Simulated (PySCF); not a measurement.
# triplet C2H3FO at 6 levels

We compute a comparison of 6 runs (U-r2SCAN/aug-cc-pVDZ, U-revPBE/aug-cc-pVDZ, U-wB97X/aug-cc-pVDZ, UBHLYP/aug-cc-pVDZ, UM06-L/aug-cc-pVDZ, UTPSS/aug-cc-pVDZ) of triplet C2H3FO. Input form: a Python script.

The results are computed with PySCF 2.14.0.

## (1) The structure to begin with

C2H3FO: 7 atoms, total charge 0, spin state triplet. As SMILES of the parent species, `CC(=O)F`. Geometry: relaxed at PBE0-D4/def2-TZVP. That shape belongs to the parent species and isn't relaxed for this state.

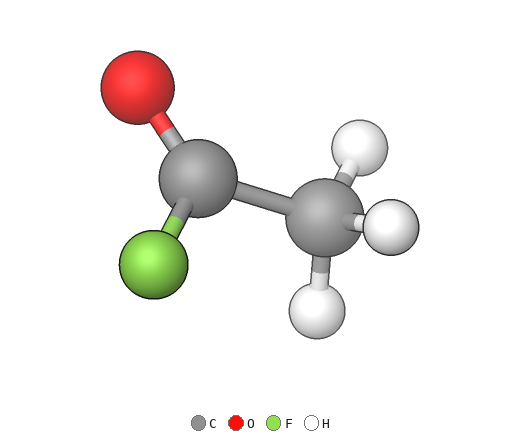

Viewed from a chosen angle; carbon grey, oxygen red, fluorine green, hydrogen white.

## (2) The energy at U-r2SCAN/aug-cc-pVDZ (run 1)

Contents of calc.py:

```python
from pyscf import gto, dft

molecule = gto.M(
    atom='''
C      0.917103     0.028440     0.838358
C     -1.313152    -0.064912    -0.870370
O     -3.468422    -0.313109    -0.362393
F     -0.587119     0.184494    -3.305887
H      0.312410    -0.173666     2.790483
H      2.231105    -1.479920     0.334160
H      1.908075     1.818691     0.575629
''',
    max_memory=1860,
    unit='bohr',
    charge=0,
    verbose=3,
    basis='aug-cc-pvdz',
    spin=2,
)

calc0 = dft.UKS(molecule)
calc0.xc = 'r2scan'
calc0.grids.level = 5
calc0.conv_tol = 1e-10
calc0.kernel()
if not calc0.converged:
    calc0 = calc0.newton().run(calc0.mo_coeff, calc0.mo_occ)

energy = calc0.e_tot
print('E = %.10f Eh' % energy)
```

The run is started by

```bash
$ OMP_NUM_THREADS=1 python calc.py
```

The log of the run:

```text
WARN: HOMO -0.0807499268371652 >= LUMO -0.385667360540097

WARN: HOMO -0.0559271268639447 >= LUMO -0.186067658293827

WARN: HOMO -0.0787549073906275 >= LUMO -0.262639966865197

WARN: HOMO -0.0872728985579343 >= LUMO -0.257515934406944

WARN: HOMO -0.0898866413788761 >= LUMO -0.256739155593014

WARN: HOMO -0.0876455841587109 >= LUMO -0.252851545536014

WARN: HOMO -0.0876098021025067 >= LUMO -0.252609877763152

WARN: HOMO -0.0881444417989075 >= LUMO -0.252920613700923

WARN: HOMO -0.0880092180553556 >= LUMO -0.252815844381108

WARN: HOMO -0.0880265746232949 >= LUMO -0.2528368374005

WARN: HOMO -0.0880250045364788 >= LUMO -0.25283379443175

WARN: HOMO -0.088026295371086 >= LUMO -0.252836017350499

WARN: HOMO -0.0880261882618143 >= LUMO -0.252834579730628

converged SCF energy = -252.808800394665  <S^2> = 2.008915  2S+1 = 3.0059374
E = -252.8088003947 Eh
```

It took 2 min on 1 thread of Arm Neoverse V1, shared host; peak memory 0.72 GiB.

## (3) The energy at U-revPBE/aug-cc-pVDZ (run 2)

Contents of geometry.xyz:

```xyz
7
C2H3FO
C      0.485310     0.015050     0.443640
C     -0.694890    -0.034350    -0.460580
O     -1.835410    -0.165690    -0.191770
F     -0.310690     0.097630    -1.749400
H      0.165320    -0.091900     1.476660
H      1.180650    -0.783140     0.176830
H      1.009710     0.962410     0.304610
```

Contents of job.py:

```python
from pyscf import gto, dft

mol = gto.M(
    atom='geometry.xyz',
    max_memory=1860,
    basis='aug-cc-pvdz',
    spin=2,
    verbose=4,
)

mf = dft.UKS(mol, xc='revpbe')
mf.conv_tol = 1e-10
mf.grids.level = 5
mf.kernel()
if not mf.converged:
    mf = mf.newton().run(mf.mo_coeff, mf.mo_occ)

energy = mf.e_tot
print('E(%s) = %.9f' % ('REVPBE', energy))
```

The run is started by

```bash
$ OMP_NUM_THREADS=1 python job.py
```

The log of the run:

```text
PySCF version 2.14.0

[... 58 lines left out ...]
[... the frontier-level lines of each cycle are left out ...]
[... 5 lines left out ...]
[... 5 lines left out ...]
[... 5 lines left out ...]
[... 5 lines left out ...]
[... 5 lines left out ...]
[... 5 lines left out ...]
[... 5 lines left out ...]
[... 5 lines left out ...]

cycle= 9 E= -252.854479434213  delta_E= -2.23e-07  |g|= 6.26e-05  |ddm|= 0.00175


cycle= 10 E= -252.854479436853  delta_E= -2.64e-09  |g|= 1.85e-05  |ddm|= 0.000194


cycle= 11 E= -252.854479437053  delta_E= -2e-10  |g|= 1.22e-05  |ddm|= 5.56e-05


cycle= 12 E= -252.854479437116  delta_E= -6.36e-11  |g|= 4.44e-06  |ddm|= 2.25e-05


Extra cycle  E= -252.854479437087  delta_E= 2.94e-11  |g|= 9.58e-06  |ddm|= 1.21e-05
converged SCF energy = -252.854479437087  <S^2> = 2.0039655  2S+1 = 3.0026425
E(REVPBE) = -252.854479437
```

Wall time 47 s (1 thread of Arm Neoverse V1, shared host); peak memory 0.67 GiB.

Runs 3 to 5 aren't shown in full; the table further down has their settings and results.

## (4) The energy at UTPSS/aug-cc-pVDZ (run 6)

Contents of calc.py:

```python
from pyscf import gto, dft

system = gto.M(
    atom='''
C      0.917103     0.028440     0.838358
C     -1.313152    -0.064912    -0.870370
O     -3.468422    -0.313109    -0.362393
F     -0.587119     0.184494    -3.305887
H      0.312410    -0.173666     2.790483
H      2.231105    -1.479920     0.334160
H      1.908075     1.818691     0.575629
''',
    basis='aug-cc-pvdz',
    verbose=4,
    spin=2,
    unit='bohr',
    max_memory=1860,
    charge=0,
)

ks = dft.UKS(system)
ks.xc = 'tpss'
ks.grids.level = 5
ks.conv_tol = 1e-10
ks.kernel()
if not ks.converged:
    ks = ks.newton().run(ks.mo_coeff, ks.mo_occ)

etot = ks.e_tot
print('E = %.10f Eh' % etot)
```

The run is started by

```bash
$ OMP_NUM_THREADS=1 python calc.py
```

The log of the run:

```text
PySCF version 2.14.0

[... 57 lines left out ...]
[... the frontier-level lines of each cycle are left out ...]
[... 5 lines left out ...]
[... 5 lines left out ...]
[... 5 lines left out ...]
[... 5 lines left out ...]
[... 5 lines left out ...]
[... 5 lines left out ...]
[... 5 lines left out ...]
[... 5 lines left out ...]
[... 5 lines left out ...]

cycle= 10 E= -252.96287545847  delta_E= -8e-09  |g|= 3.04e-05  |ddm|= 0.000265


cycle= 11 E= -252.96287545904  delta_E= -5.7e-10  |g|= 1.76e-05  |ddm|= 7.23e-05


cycle= 12 E= -252.962875459172  delta_E= -1.32e-10  |g|= 8.7e-06  |ddm|= 3.18e-05


cycle= 13 E= -252.962875459207  delta_E= -3.48e-11  |g|= 1.7e-06  |ddm|= 1.2e-05


Extra cycle  E= -252.962875459204  delta_E= 3.47e-12  |g|= 3e-06  |ddm|= 4.18e-06
converged SCF energy = -252.962875459204  <S^2> = 2.0051857  2S+1 = 3.0034552
E = -252.9628754592 Eh
```

Wall time 2.1 min (1 thread of Arm Neoverse V1, shared host); peak memory 0.72 GiB.

## (5) All runs side by side

```tsv
run	level	energy (Eh)	dipole moment (D)	HOMO energy (eV)	⟨S²⟩	wall time
1	U-r2SCAN/aug-cc-pVDZ	-252.808800	1.70	-2.40	2.009	2 min
2	U-revPBE/aug-cc-pVDZ	-252.854479	1.61	-2.01	2.004	47 s
3	U-wB97X/aug-cc-pVDZ	-252.864201	1.69	-5.89	2.007	90 s
4	UBHLYP/aug-cc-pVDZ	-252.811815	1.69	-4.98	2.010	59 s
5	UM06-L/aug-cc-pVDZ	-252.893870	1.66	-2.12	2.007	2 min
6	UTPSS/aug-cc-pVDZ	-252.962875	1.67	-2.17	2.005	2.1 min
```

## (6) Summary of results

| quantity | value |
| --- | --- |
| run 6: total energy | -252.96288 Eh |
| run 6: dipole moment | 1.67 D |
| run 6: HOMO energy (highest over α and β) | -2.17 eV |
| run 6: ⟨S²⟩ | 2.005 |

What this shows: The dipole moment (its size) runs from 1.61 D (U-revPBE/aug-cc-pVDZ) to 1.70 D (U-r2SCAN/aug-cc-pVDZ). Totals of different functionals can't be ranked against each other. All runs together took 9.3 min, the longest 2.1 min.
